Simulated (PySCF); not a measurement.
C₃H₉Sb, SMILES `C[Sb](C)C`.

Computed with PySCF, r2SCAN/def2-SVPD, geometry: GFN2-xTB. Core potentials replace the inner electrons of Sb; spin–orbit coupling isn't included. No frequency check shows the geometry to be a minimum. GFN2-xTB bond lengths at metals and heavier atoms can be off by up to 0.1 Å and shapes distorted, which carries into these values.

Cartesian coordinates (Å):

```
C1       0.7955   -1.6383    0.7457
Sb2     -0.0010    0.0007   -0.4315
C3       1.0244    1.5036    0.7495
C4      -1.8142    0.1310    0.7514
H5       0.6908   -1.4139    1.8017
H6       1.8435   -1.7837    0.5138
H7       0.2560   -2.5511    0.5197
H8       0.8881    1.2942    1.8050
H9       0.6242    2.4872    0.5178
H10      2.0825    1.4961    0.5178
H11     -1.5641    0.1106    1.8066
H12     -2.3368    1.0527    0.5246
H13     -2.4649   -0.7042    0.5225
```

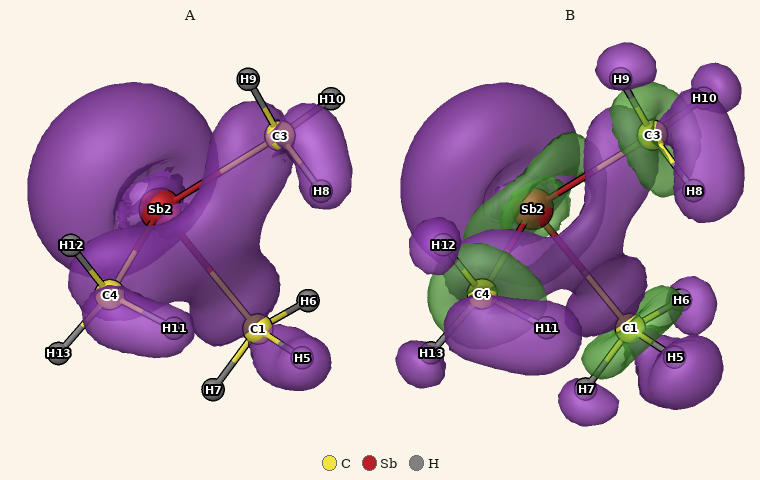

The Fukui function f⁻ from two separate SCF calculations and the density of the HOMO, at ±0.02 e/Å³ (purple positive, green negative).

Question: Which panel is which, and how good is the frozen-orbital picture?

Answer: B is f⁻ (it has negative regions), A the HOMO density. The HOMO lies on Sb2 (64 %) and C1, C3 and C4 (8 % each); f⁻ (Hirshfeld-condensed) is largest on Sb2 (0.43); the vertical ionisation energy is 8.40 eV (the stability of the cation's solution wasn't checked). Relaxation shifts 27 % of the electron between atoms. The orbital energy is −5.71 eV.
